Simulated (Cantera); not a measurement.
Feed: 1 mol Si, a varied amount of H2O, 170 mol N2, at 1548.15 K and 0.100 bar.

Equilibrium computed with Cantera from the NASA thermochemical tables; the gas is ideal and each condensed phase is pure. Candidate condensed phases: H2O, Si, SiO2, Si2N2O, Si3N4; 35 gas species. Mutual solubility and eutectic melting of coexisting phases are not modelled. The tables hold silica as quartz up to 1696 K and as liquid above; real silica turns to tridymite and cristobalite and melts near 1996 K. Gases not in the tables: Si(OH)4. Equilibrium is a limit: real reactors are often held back by kinetics, nucleation or transport.

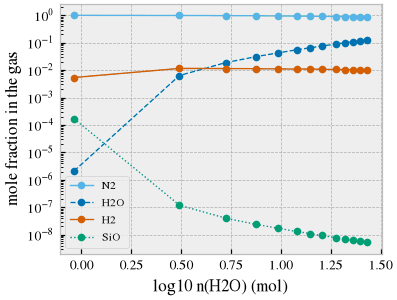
Figure. Equilibrium gas composition (values under 1e-9 drawn at 1e-9)

**Question.** Read off the mole fractions at 21 mol H2O.

**Answer.** N2 about 0.89, H2O about 0.099, H2 about 0.010.
